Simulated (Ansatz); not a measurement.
# Run report: CH7BSi2, phonon calculation

CH7BSi2, computed with RKS CAM-B3LYP/def2-SVP (Ansatz 0.2.0).

It belongs to a series of runs on one base structure; here: vibrations at the highest image of the band. Figures and captions count atoms from 1; the log counts them from 0 in places.

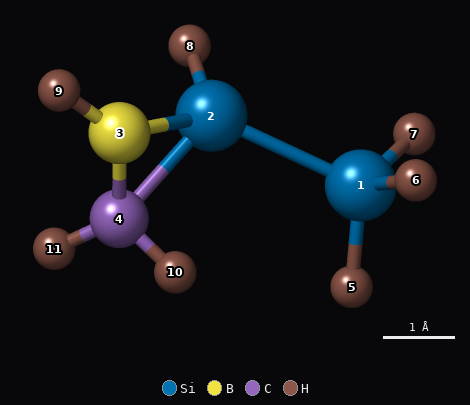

The input geometry (ball-and-stick view, seen at a tilt; atoms are numbered from 1 in the order of the input).

**Results in brief**

- outcome: converged
- total energy: −17572.9514 eV
- mean-field energy: −17572.9514 eV
- largest force (length of the vector): 0.022 eV/Å
- hardware: 2 threads of Arm Neoverse V1, 24 GiB of memory available, shared host
- wall time: 2 min (CPU time 3.8 min)
- peak memory: 0.24 GiB

**Input**
```yaml
crystal:
  periodic: [false, false, false]
  atoms:
    - { symbol: Si, position_ang: [-1.294201, 1.489791, -0.077292] }
    - { symbol: Si, position_ang: [0.100988, -0.143181, 0.85046] }
    - { symbol: B, position_ang: [1.835784, -0.736733, 0.266006] }
    - { symbol: C, position_ang: [0.786222, -1.295059, -0.651348] }
    - { symbol: H, position_ang: [-1.904418, 1.001086, -1.345912] }
    - { symbol: H, position_ang: [-0.532007, 2.734116, -0.37216] }
    - { symbol: H, position_ang: [-2.379123, 1.813772, 0.890014] }
    - { symbol: H, position_ang: [-0.458197, -0.736117, 2.098726] }
    - { symbol: H, position_ang: [2.869371, -1.156942, 0.703046] }
    - { symbol: H, position_ang: [0.307728, -0.670814, -1.417584] }
    - { symbol: H, position_ang: [0.733353, -2.356917, -0.923356] }
basis:
  gaussian: { orbitals: def2-SVP }
hamiltonian:
  xc: cam_b3lyp
phonons: {}
```

Run as:
```bash
ansatz run input.yaml --threads 2 --pin off --max-ram 3072MiB --backend cpu --events-out ev --progress --plain --runs-dir out
```

**What the program printed**
```
Engine: ansatz 0.2.0, aarch64-unknown-linux-gnu
Functional definition: CAM-B3LYP
  parameter alpha = 0.19
  parameter beta = 0.46
  parameter omega = 0.33/bohr
  parameter ac = 0.81
  exchange = (1 - alpha - beta)*b88_x + beta*b88_x_sr(omega) + alpha*exact_x + beta*exact_x_lr(omega)
  correlation = (1 - ac)*vwn5_c + ac*lyp_c
1060 factors; integrals over basis functions are off by at most 3.7e-4 eV
415 factors; integrals over basis functions are off by at most 9.6e-7 eV
mean field evaluation 1: about -17568.7310 eV, gradient 4.0e1 eV
mean field evaluation 2: about -17567.7080 eV, gradient 4.3e1 eV
mean field evaluation 4: about -17572.9387 eV, gradient 7.7e-1 eV
mean field evaluation 8: about -17572.9512 eV, gradient 2.4e-2 eV
mean field evaluation 16: about -17572.9512 eV, gradient 4.7e-5 eV
mean field -17572.95122269 eV, -645.7940460596 hartree, gradient 4.7e-5 eV, S^2 0.000000; 0 other end points of the search recorded, 0 dependent functions left out
the calculation of the forces begins
reference -17572.95135735 eV, -645.7940510085 hartree; 23, 23 occupied and 76, 76 virtual orbitals, 1060 factors
these checks for a lower state are left out or cut short: stability, starts, cluster_reference, orbital_swaps, neighbouring_geometries, increment
1060 factors; integrals over basis functions are off by at most 3.7e-4 eV
415 factors; integrals over basis functions are off by at most 9.6e-7 eV
mean field -17572.95114539 eV, -645.7940432190 hartree, gradient 2.5e-6 eV, S^2 0.000000; 0 other end points of the search recorded, 0 dependent functions left out
[... from here on the field's lines of each further geometry are left out, up to the last ...]
the calculation of the forces begins
reference -17572.95135926 eV, -645.7940510787 hartree; 23, 23 occupied and 76, 76 virtual orbitals, 1060 factors
these checks for a lower state are left out or cut short: stability, starts, cluster_reference, orbital_swaps, neighbouring_geometries, increment
1060 factors; integrals over basis functions are off by at most 3.7e-4 eV
415 factors; integrals over basis functions are off by at most 9.6e-7 eV
mean field -17572.95118974 eV, -645.7940448487 hartree, gradient 1.6e-6 eV, S^2 0.000000; 0 other end points of the search recorded, 0 dependent functions left out
the calculation of the forces begins
reference -17572.95132440 eV, -645.7940497973 hartree; 23, 23 occupied and 76, 76 virtual orbitals, 1060 factors
WARN: phonons: modes at or below zero, which the zero-point energy, F, S and C_V leave out: 1, the lowest at -104.90 cm⁻¹. A minimum has none, and a first-order saddle one
Total energy: -17572.95135735 eV, -645.7940510085 hartree
Atom 0 at    -1.294201     1.489791    -0.077292 Å, force     0.001139    -0.003084     0.000432 eV/Å
Atom 1 at     0.100988    -0.143181     0.850460 Å, force    -0.002158    -0.001301     0.003991 eV/Å
Atom 2 at     1.835784    -0.736733     0.266006 Å, force     0.006012    -0.006269     0.002990 eV/Å
Atom 3 at     0.786222    -1.295059    -0.651348 Å, force    -0.010955     0.012468    -0.014185 eV/Å
Atom 4 at    -1.904418     1.001086    -1.345912 Å, force    -0.001311     0.000174     0.000973 eV/Å
Atom 5 at    -0.532007     2.734116    -0.372160 Å, force     0.000224     0.000049    -0.001908 eV/Å
Atom 6 at    -2.379123     1.813772     0.890014 Å, force     0.000730     0.001936     0.000322 eV/Å
Atom 7 at    -0.458197    -0.736117     2.098726 Å, force    -0.000616    -0.000126    -0.001203 eV/Å
Atom 8 at     2.869371    -1.156942     0.703046 Å, force    -0.001596     0.000569    -0.000174 eV/Å
Atom 9 at     0.307728    -0.670814    -1.417584 Å, force     0.001149    -0.002069     0.001805 eV/Å
Atom 10 at     0.733353    -2.356917    -0.923356 Å, force     0.007382    -0.002347     0.006958 eV/Å
Dipole moment:    -0.139248     0.011599    -0.085579 e Å
Vibrations: -104.90 129.93 146.56 323.21 413.52 512.36 547.19 558.08 592.70 643.71 699.21 762.07 809.17 876.67 909.89 950.17 960.93 967.80 1149.57 1399.36 2230.53 2242.37 2251.78 2254.88 2693.30 3120.43 3188.81 cm⁻¹, zero-point energy 1.942474 eV
```

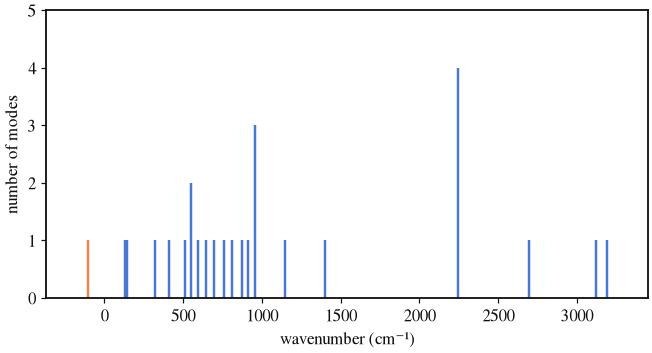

Harmonic vibrational wavenumbers from the force constants; neighbouring modes closer than 15 cm⁻¹ are counted in one stick, and imaginary ones are drawn at negative wavenumbers. 27 modes from 105i to 3189 cm⁻¹, 1 imaginary beyond 8i (105i cm⁻¹): a first-order saddle point, if the geometry is stationary.
